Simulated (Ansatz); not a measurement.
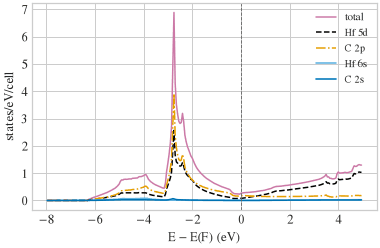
Figure: Total and projected density of states of HfC (rock salt, space group No. 225), plane-wave PAW PBEsol (Ansatz code)

Q: Which orbitals carry the states next to the Fermi level?

A: Within 0.5 eV of the Fermi level: C 2p 63 %, Hf 5d 33 %. Projections are on Löwdin-orthogonalised atomic valence shells; empty p or d shells of many metals are not among them.

Q: Where is the tallest occupied peak in this window, and what makes it?

A: Near -2.8 eV, about 6.9 states/eV per cell; the largest projected share is C 2p.

Space group Fm-3m (rock salt). The cell was relaxed with PBEsol under the symmetry of its start; of distortions, only those at the zone centre were tested. The run is not spin-polarised. Spin–orbit coupling is left out wherever it is not named.

Potentials: the later of the program's two PAW sets.
